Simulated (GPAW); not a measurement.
## How PbO (Litharge) absorbs and reflects light

Aim: the dielectric function of PbO (Litharge), and the optical constants that follow from it. The cell comes from an older database entry, whose edges can differ from later determinations, mostly by under a per cent.

Calculated with GPAW 26.7.0; DFT, PBE, plane-wave PAW (GPAW data sets), scalar-relativistic, RPA, optical limit.

The database entry behind the starting cell differs from later determinations by our own check (an axis about 0.4 % long against later determinations), so it need not match the best structure at ambient conditions.

**1. The starting structure**

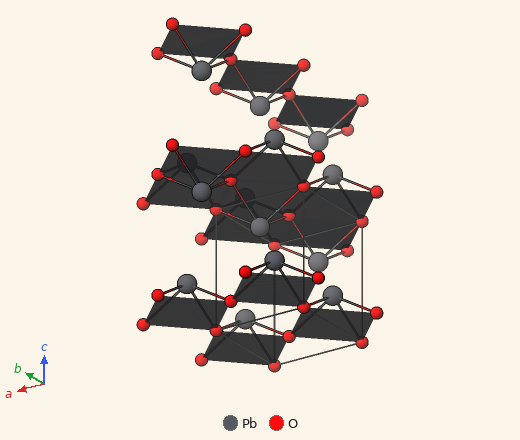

Start, viewed from a free direction; lead dark grey, oxygen red. 1×2×2 cells are drawn. Some periodic images of atoms are drawn too.

Coordinates:

```cif
data_structure
_symmetry_space_group_name_H-M 'P 1'
_symmetry_Int_Tables_number 1
_cell_length_a 3.9900
_cell_length_b 3.9900
_cell_length_c 5.0100
_cell_angle_alpha 90.000
_cell_angle_beta 90.000
_cell_angle_gamma 90.000
_cell_volume 79.76
loop_
_atom_site_label
_atom_site_type_symbol
_atom_site_fract_x
_atom_site_fract_y
_atom_site_fract_z
_atom_site_occupancy
Pb1 Pb 0.50000 0.00000 0.76000 1
Pb2 Pb 0.00000 0.50000 0.24000 1
O3 O 0.50000 0.50000 0.00000 1
O4 O 0.00000 0.00000 0.00000 1
```

**2. Bands for the response**

At the fixed density, many empty bands are solved on the mesh of the response, since the spectrum sums over them.

This step: DFT, PBE, plane-wave PAW (GPAW data sets), scalar-relativistic, bands at fixed density (GPAW 26.7.0).

File nscf.py:

```python
from ase.dft.bandgap import bandgap
from gpaw import GPAW, FermiDirac

calc = GPAW('gs.gpw').fixed_density(kpts={'size': (8, 8, 6), 'gamma': True}, nbands=63, convergence={'bands': 57},
                                    occupations=FermiDirac(0.001), txt='nscf.txt')
print('gap (eV)', bandgap(calc, output=None)[0])
print('direct gap (eV)', bandgap(calc, direct=True, output=None)[0])
print('top band over the Fermi level (eV)', min(calc.get_eigenvalues(kpt=k)[56] for k in range(len(calc.get_ibz_k_points()))) - calc.get_fermi_level())
calc.write('full.gpw', mode='all')
```

On the command line:

```bash
$ OMP_NUM_THREADS=1 python nscf.py
```

Numbers of over 12 decimals in the logs are rounded to 6 here.

The log of the run:

```text
Diagonalizing LCAO Hamiltonian
Converting LCAO to pw mode
convergence criteria:
- Maximum integral of absolute [eigenst]ate change: 4e-08 eV^2 / valence electron
maximum number of iterations: 150

SCF iterations
|iter     |      energy | eigst |  dens |
|iter:   1||             | +3.45 |       |
|iter:   2||             | +2.22 |       |
|iter:   3||             | +1.19 |       |
|iter:   4||             | +0.09 |       |
|iter:   5||             | -0.67 |       |
|iter:   6||             | -1.53 |       |
|iter:   7||             | -2.25 |       |
|iter:   8||             | -3.09 |       |
|iter:   9||             | -3.77 |       |
|iter:  10||             | -4.56 |       |
|iter:  11||             | -5.22 |       |
|iter:  12||             | -5.99 |       |
|iter:  13||             | -6.64 |       |
|iter:  14||             | -7.27 |       |
|iter:  15||             | -7.63c|       |
SCF steps: 15
  __  _  _
 | _ |_)|_||  |
 |__||  | ||/\| - 26.7.0

Versions:
  Python: 3.12.14
  ASE:    3.29.0
  Numpy:  2.5.5
  Scipy:  1.18.1
  Libxc:  7.0.0

Input parameters:
  mode=PW(ecut=500.0),
  convergence={'bands': 57},
  gpts=array([21, 21, 27]),
  kpts=MonkhorstPack(size=(8, 8, 6), gamma=True),
  maxiter=150,
  nbands=63,
  occupations=Occupations(name='fermi-dirac', width=0.001, fixmagmom=False),
  parallel={},
  xc=XC(name='PBE')

--- standard output ---
gap (eV) 1.125716
direct gap (eV) 2.116901
top band over the Fermi level (eV) 28.128272
```

Run time: 3.3 min. Hardware: 1 thread of Arm Neoverse V1, shared host; peak memory 0.31 GiB.

Read-outs, printed or worked out from the files:

* gap on the k-mesh: 1.126 eV
* direct gap on the mesh: 2.117 eV

**3. Dielectric function, RPA**

Local fields let the induced charge screen the field inside the cell, which as a rule lowers ε, most along directions where the density is uneven.

This step: DFT, PBE, plane-wave PAW (GPAW data sets), scalar-relativistic, RPA, optical limit (GPAW 26.7.0).

File df.py:

```python
from gpaw.response.df import DielectricFunction

df = DielectricFunction('full.gpw', frequencies={'type': 'nonlinear', 'domega0': 0.03, 'omega2': 8},
                        ecut=50,
                        eta=0.15,
                        nbands=57,
                        txt='df.txt')
for direction in ['x', 'z']:
    df.get_dielectric_function(xc='RPA', direction=direction, filename=f'df_{direction}.csv')
```

On the command line:

```bash
$ OMP_NUM_THREADS=1 python df.py
```

The log of the run:

```text
Using integrator: PointIntegrator
NonLinearFrequencyDescriptor(from 0.000 to 50.622 eV, 467 points)
Nonperiodic BCs:  [False False False]
Using integrator: PointIntegrator
NonLinearFrequencyDescriptor(from 0.000 to 50.622 eV, 467 points)
Nonperiodic BCs:  [False False False]

Calculating chi0 body with:
    Ground state adapter containing:
    Number of spins: 1
    Number of kpoints: 384
    Number of irreducible kpoints: 60
    Number of completely occupied states: 20
    Number of partially occupied states: 20

    Linear response parametrization:
    q_c: [0.0, 0.0, 0.0]
    Number of frequency points: 467
    Planewave cutoff: 50.0
    Number of bands: 57
    Number of planewaves: 65
    Broadening (eta): 0.15

Integrating chi0 body.

Symmetries of q_c:
    Direct symmetries (Uq -> q): 8
    Indirect symmetries (TUq -> q): 8
In total 16 allowed symmetries.

60 groups of equivalent kpoints. 84.375% reduction.

Integral kind: spectral function

Calculating chi0 optical extensions with:
    Ground state adapter containing:
    Number of spins: 1
    Number of kpoints: 384
    Number of irreducible kpoints: 60
    Number of completely occupied states: 20
    Number of partially occupied states: 20

    Linear response parametrization:
    Number of frequency points: 467
    Planewave cutoff: 50.0
    Number of bands: 57
    Number of planewaves: 65
    Broadening (eta): 0.15
Integrating chi0 head and wings.

Symmetries of q_c:
    Direct symmetries (Uq -> q): 8
    Indirect symmetries (TUq -> q): 8
In total 16 allowed symmetries.

60 groups of equivalent kpoints. 84.375% reduction.

Integral kind: spectral function wings
```

Elapsed: 30 s, on 1 thread; peak memory 0.32 GiB.

Numbers from this step:

```
electronic dielectric constant ε∞, mean over x, y and z (by symmetry where fewer were run) : 6.323
main peak of Im epsilon, first axis                                                        : 4.006 eV
```

Values under the direct gap are tails of Lorentzian lines. Im ε against photon energy; read off at these points:

| photon energy (eV) | E ∥ x | E ∥ z |
| --- | --- | --- |
| 0.0 | 0 | 0 |
| 1.0 | 0.0933 | 0.0806 |
| 2.0 | 0.516 | 0.315 |
| 3.0 | 3.19 | 2.81 |
| 4.0 | 11.0 | 9.06 |
| 4.5 | 10.2 | 12.4 |
| 4.6 | 10.2 | 11.9 |
| 5.0 | 6.08 | 7.23 |
| 6.0 | 5.25 | 3.94 |
| 7.0 | 4.34 | 4.57 |
| 8.0 | 2.39 | 2.25 |
| 9.0 | 2.21 | 1.37 |
| 10.0 | 2.24 | 1.35 |
| 11.0 | 1.79 | 1.70 |
| 12.0 | 0.890 | 1.04 |
| 13.0 | 0.799 | 0.721 |

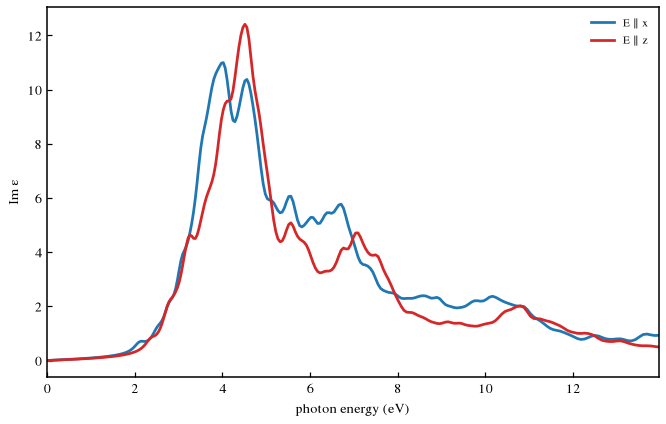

Im ε, plotted against photon energy.

The Re ε by photon energy:

| photon energy (eV) | E ∥ x | E ∥ z |
| --- | --- | --- |
| 0 | 6.51 | 5.94 |
| 1 | 6.80 | 6.19 |
| 2 | 8.05 | 7.26 |
| 3 | 10.8 | 9.43 |
| 4 | 5.76 | 8.35 |
| 5 | 0.192 | -1.85 |
| 6 | 0.930 | -0.412 |
| 7 | -1.42 | 0.563 |
| 8 | -0.407 | -1.30 |
| 9 | -0.135 | -0.0101 |
| 10 | 0.256 | 0.557 |
| 11 | -0.528 | -0.0775 |
| 12 | -0.104 | -0.0121 |
| 13 | 0.423 | 0.278 |

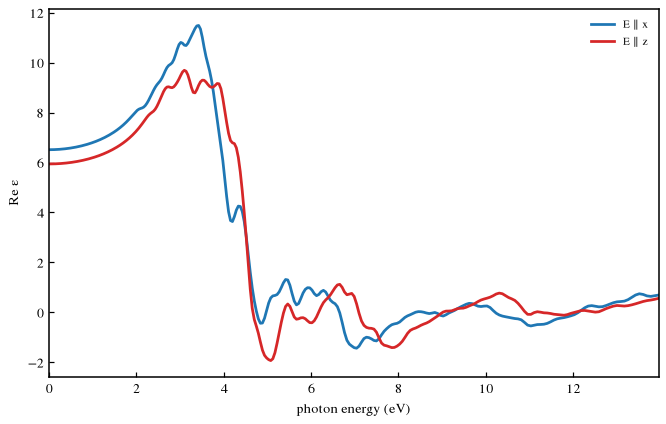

Re ε against photon energy.

The reflectivity at normal incidence has structure finer than the step of the table below, so its rows give means over 1 eV, whole bins alone (the curve runs from 0 to 14.0 eV). Peaks (eV: height): E ∥ x 4.7: 40.2, 7.0: 37.9, 11.0: 27.6; E ∥ z 4.7: 43.8, 7.9: 38.4, 11.0: 20.3.

Reflectivity at normal incidence against photon energy; means over each step:

| photon energy (eV) | E ∥ x (%) | E ∥ z (%) |
| --- | --- | --- |
| 1 | 19.9 | 18.3 |
| 2 | 23.0 | 21.2 |
| 3 | 29.6 | 27.0 |
| 4 | 36.3 | 34.5 |
| 5 | 34.4 | 39.5 |
| 6 | 29.2 | 27.5 |
| 7 | 35.1 | 27.3 |
| 8 | 26.1 | 34.6 |
| 9 | 20.5 | 19.8 |
| 10 | 19.4 | 11.2 |
| 11 | 25.6 | 17.6 |
| 12 | 18.4 | 17.6 |
| 13 | 8.15 | 11.4 |

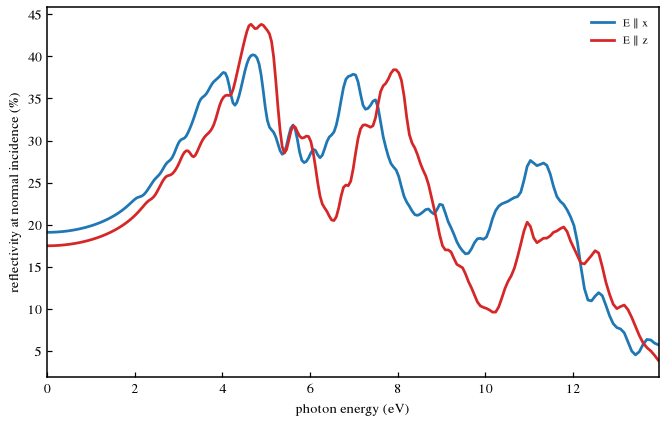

Reflectivity at normal incidence against photon energy.

Values under the direct gap are tails of Lorentzian lines. Table of Im ε, E ∥ x by photon energy; read off at these points:

| photon energy (eV) | without local fields | with local fields |
| --- | --- | --- |
| 0.00 | 0 | 0 |
| 0.50 | 0.0478 | 0.0413 |
| 1.00 | 0.108 | 0.0933 |
| 1.50 | 0.208 | 0.180 |
| 2.00 | 0.570 | 0.516 |
| 2.50 | 1.35 | 1.20 |
| 3.00 | 3.87 | 3.19 |
| 3.50 | 10.1 | 7.70 |
| 4.00 | 12.4 | 11.0 |
| 4.50 | 11.4 | 10.2 |
| 5.00 | 6.12 | 6.08 |
| 5.50 | 6.29 | 5.99 |
| 6.00 | 5.76 | 5.25 |
| 6.50 | 6.01 | 5.44 |
| 6.66 | 6.23 | 5.74 |
| 7.00 | 4.52 | 4.34 |
| 7.50 | 3.19 | 3.02 |
| 8.00 | 2.65 | 2.39 |
| 8.50 | 2.73 | 2.37 |
| 9.00 | 2.55 | 2.21 |
| 9.50 | 2.37 | 1.98 |
| 10.00 | 2.76 | 2.24 |
| 10.50 | 2.24 | 2.12 |
| 11.00 | 1.66 | 1.79 |
| 11.50 | 1.14 | 1.17 |
| 12.00 | 0.940 | 0.890 |
| 12.50 | 1.03 | 0.924 |
| 13.00 | 0.899 | 0.799 |
| 13.50 | 1.05 | 0.858 |

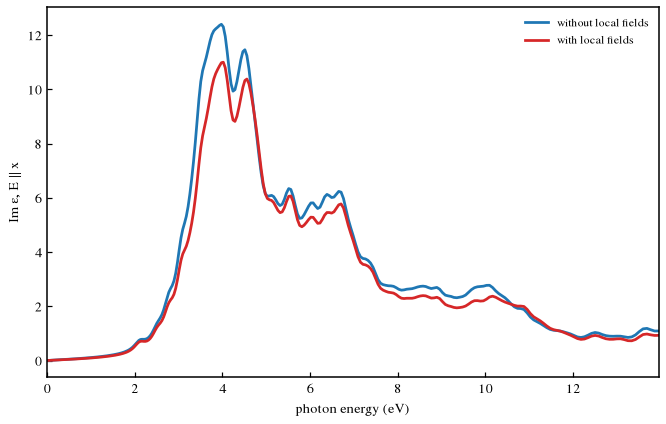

Im ε, E ∥ x against photon energy.

Values under the direct gap are tails of Lorentzian lines. Loss function −Im 1/ε at q → 0 against energy loss; read off at these points:

| energy loss (eV) | E ∥ x | E ∥ z |
| --- | --- | --- |
| 0.00 | 0 | 0 |
| 0.50 | 9.5e-4 | 0.00100 |
| 1.00 | 0.00202 | 0.00210 |
| 1.50 | 0.00345 | 0.00349 |
| 2.00 | 0.00793 | 0.00597 |
| 2.50 | 0.0140 | 0.0137 |
| 3.00 | 0.0252 | 0.0290 |
| 3.50 | 0.0422 | 0.0454 |
| 4.00 | 0.0714 | 0.0597 |
| 4.50 | 0.0887 | 0.0752 |
| 5.00 | 0.164 | 0.130 |
| 5.50 | 0.161 | 0.201 |
| 6.00 | 0.185 | 0.251 |
| 6.50 | 0.183 | 0.280 |
| 7.00 | 0.208 | 0.215 |
| 7.50 | 0.290 | 0.246 |
| 8.00 | 0.407 | 0.333 |
| 8.50 | 0.421 | 0.552 |
| 9.00 | 0.451 | 0.727 |
| 9.50 | 0.495 | 0.730 |
| 10.00 | 0.441 | 0.633 |
| 10.50 | 0.467 | 0.488 |
| 11.00 | 0.514 | 0.587 |
| 11.50 | 0.779 | 0.703 |
| 12.00 | 1.11 | 0.960 |
| 12.18 | 1.27 | 0.996 |
| 12.50 | 1.01 | 1.11 |
| 12.75 | 1.11 | 1.34 |
| 13.00 | 0.978 | 1.21 |
| 13.50 | 0.669 | 1.21 |

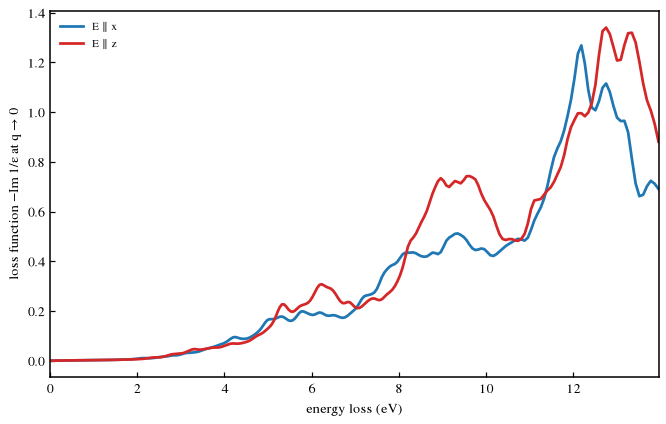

Loss function −Im 1/ε at q → 0, plotted against energy loss.

From ε follow the optical constants at some laser and lamp lines:

| wavelength (nm) | n x | k x | R (%) x | 1/α x | n z | k z | R (%) z | 1/α z |
| --- | --- | --- | --- | --- | --- | --- | --- | --- |
| 1550 | 2.59 | 0.014 | 19.6 | 9.1 µm | 2.47 | 0.012 | 17.9 | 10.0 µm |
| 450 | 3.16 | 0.321 | 27.4 | 112 nm | 3.02 | 0.339 | 25.8 | 106 nm |
| 405 | 3.33 | 0.558 | 30.1 | 58 nm | 3.15 | 0.510 | 27.9 | 63 nm |
| 365 | 3.50 | 0.879 | 33.4 | 33 nm | 3.08 | 0.736 | 28.4 | 39 nm |
| 308 | 2.96 | 1.854 | 38.1 | 13 nm | 3.19 | 1.453 | 35.1 | 17 nm |
| 248 | 1.77 | 1.717 | 33.3 | 11 nm | 1.68 | 2.158 | 43.3 | 9.1 nm |
| 193 | 1.74 | 1.571 | 30.3 | 9.8 nm | 1.42 | 1.162 | 21.2 | 13 nm |

Below the direct gap, k and the depth come from the tails of the Lorentzian lines, not from transitions.

At 1064 nm the birefringence n(z) − n(x) is -0.121: the crystal is uniaxial negative at this level.

**4. Results**

```
electronic dielectric constant ε∞, mean over x, y and z (by symmetry where fewer were run) (RPA) : 6.32
main peak of Im epsilon, first axis                                                              : 4.01 eV
```

What this shows: At this level (PBE, RPA) PbO has a mean ε∞ = 6.32 and n = 2.59 at 1550 nm (E ∥ x), and Im ε peaks at 4.0 eV (E ∥ x). On the mesh the gap is 1.13 eV and the least direct gap 2.12 eV, so on this mesh the band edges lie at different points. Local fields change the static value along x from 7.17 to 6.51 (-9 %). Distinct maxima of Im ε, read by a parabola through the highest points, lie at 4.01 eV (11), 4.55 eV (10), 5.54 eV (6.1) and 6.69 eV (5.8) for E ∥ x. The static values by axis are 6.51 (x), 5.94 (z). At 1064 nm the birefringence n(z) − n(x) is -0.121: the crystal is uniaxial negative at this level. Excitons and phonon-assisted transitions are missing; PBE gaps are as a rule too small, which pulls the onset down and ε∞ up, while the missing spin-orbit coupling works the other way with such heavy atoms. Spin-orbit coupling is left out although heavy atoms are present. The sum runs over mesh points, so small or evenly spaced maxima can still be ripples of the mesh. In this version of GPAW the matrix elements of the optical limit are incomplete, which can lower ε − 1 by up to a tenth where first-row anions or d states rule, and shift it by more in d metals.

[Machine, clock and banner lines and Python warnings are left out of the logs.]

[Logs are printed without paths, hosts, clocks, repeated set-up lines and the standing remarks that a program may print on its own settings, such as how far it seeks lower states.]

[Hosts, paths, dates, database ids (printed as entryN), source tags and the programs' standing remarks are cut or masked in the printed files.]
